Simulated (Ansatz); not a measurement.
# H3NSi···NH3: what the fields show

| atom | x (Å) | y (Å) | z (Å) |
| --- | --- | --- | --- |
| Si | 0.0580 | 0.1299 | -0.7951 |
| N | 1.5334 | -0.1635 | 1.7612 |
| H | 0.9285 | -0.9656 | 1.5592 |
| H | 0.9469 | 0.6730 | 1.8396 |
| H | 2.1841 | -0.0420 | 0.9798 |
| H | -0.8646 | 1.0249 | 0.0735 |
| N | -0.9494 | -1.2812 | -0.5938 |
| H | -1.8187 | -1.3440 | -0.0621 |
| H | -0.7283 | -2.1610 | -1.0615 |

Method: RKS PBE-D4/6-31G* in Ansatz.

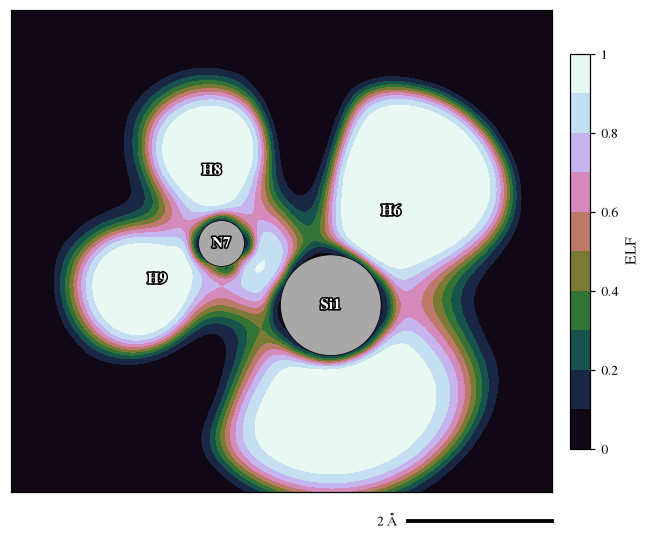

Figure 1. Electron localisation function on the plane of atoms H8, N7 and H9. Grey discs cover the atomic cores.

### What do the fields say about this system?

The plane passes through Si, H and N nuclei. Si–N (1.75 Å): the ELF peaks at about 0.90 between the atoms (a polar covalent bond). N–H (1.02 Å): the ELF climbs to about 1 towards the hydrogen, as it does in any bond to H (a covalent bond by its length). Si–H (1.55 Å): the ELF climbs to about 1 towards the hydrogen. The ELF also peaks beside Si1, away from the bonds: lone-pair regions.

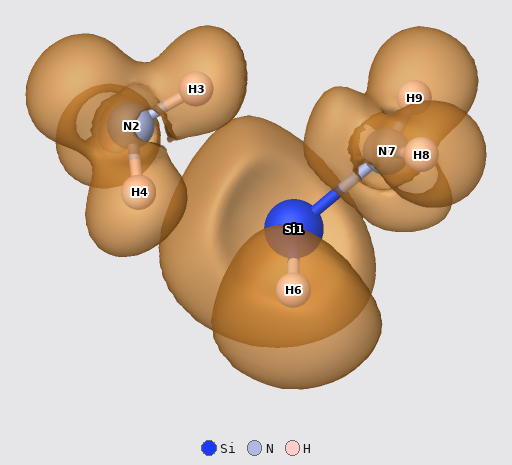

Figure 2. Isosurface of the ELF at 0.75 (orange), seen at a tilt. Core shells and regions of very low density are left out.

### What do the ELF domains correspond to?

The surface consists of one region around a hydrogen nucleus, one lobe on Si, pointing away from the bonds (lone pairs) and two joined regions spread over several atoms (H, N), in which their bonds and any lone pairs are merged.


Si1···N2 (2.97 Å): the ELF is about 0.15 at the midpoint.

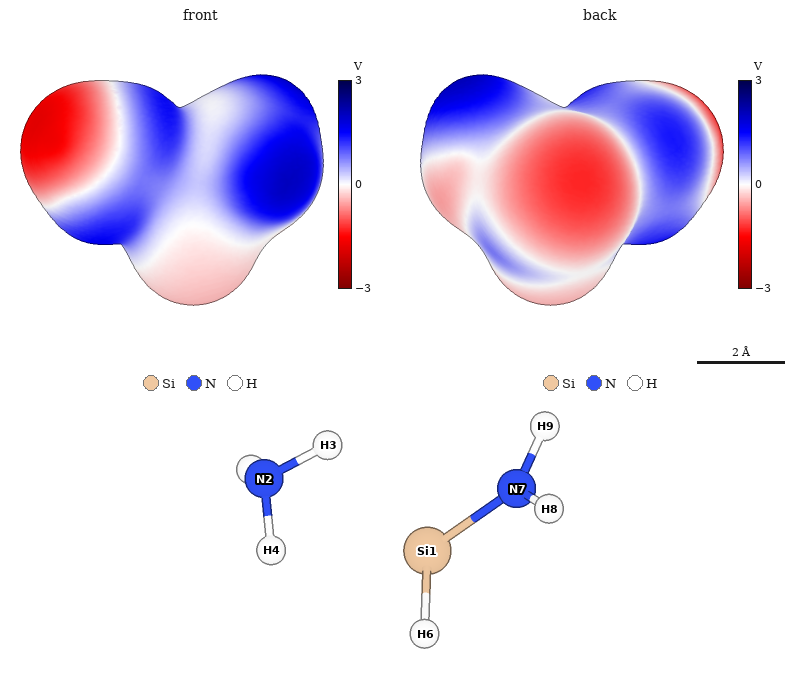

Figure 3. The electrostatic potential painted on the density surface at 0.002 e/bohr³, seen from the front and from behind; red is negative and blue positive. The bare structure is drawn below in the same view.

### Where is the surface potential most negative and most positive?

The most negative region (about −1.7 V) lies over N2, the most positive (about +2.0 V) over H8 and H9. N2 is the likeliest acceptor of a hydrogen bond.
